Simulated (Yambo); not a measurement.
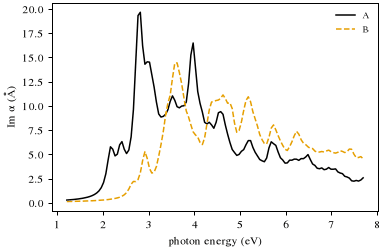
Figure: Two computed absorption spectra of a free-standing WSe2 monolayer (symmetry P-6m2, slab cell 16.3 Å high) (Yambo, LDA bands with the same scissor, field along x)

Question: Which curve includes the electron-hole attraction (BSE), and where are its main peaks?

Answer: Curve A: the attraction moves weight to lower energy (centre of the plotted range 4.2 eV against 5.0 eV). Its peaks lie at 2.8 eV, 4.0 eV, 4.6 eV, 5.2 eV. Settings: 18×18×1 mesh, 6 valence and 7 conduction bands, static screening with 52 bands and a 3 Ry block, scissor 0.90 eV, Tamm-Dancoff, stochastic integration of W near q = 0. The scissor comes from a G0W0 run whose convergence isn't established. Broadening 0.1 eV. The band window holds all transitions up to 7.7 eV. Fine structure above the onset can come from the mesh.

The standard potential for Se keeps a d shell in the valence without the s and p states of that shell. In tests on such compounds this moved G0W0 gaps by up to about 0.9 eV, so absolute quasiparticle energies here are unreliable; differences between settings are what counts.

Spin-orbit coupling is not included.

Geometry relaxed with LDA; primitive cell a = 3.246 Å, b = 3.246 Å, c = 16.300 Å, α = 90.00°, β = 90.00°, γ = 120.00°.
